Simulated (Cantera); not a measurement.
Feed: 1 mol Cr, 0.69 mol N₂, at 0.100 bar.

Cantera equilibrium calculation (NASA polynomials, part measured and part estimated; ideal gas, pure solids and liquids). Candidate condensed phases: Cr, CrN, Cr₂N; 4 gas species. Kinetics and transport are ignored.

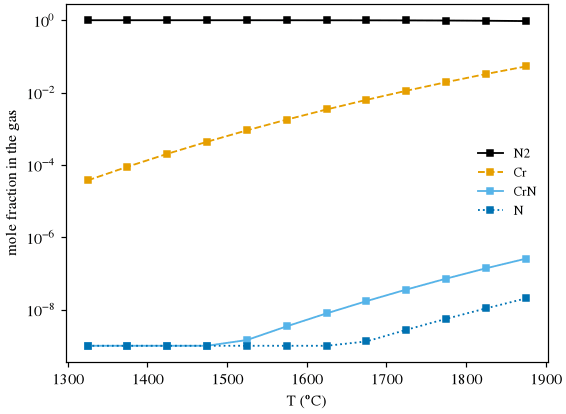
Figure. Equilibrium gas composition (values under 1e-9 drawn at 1e-9)

Question: Read off the mole fractions at 1825 °C.

Answer: N₂ about 0.97, Cr about 0.033, CrN about 1.4e-7, N about 1.1e-8.
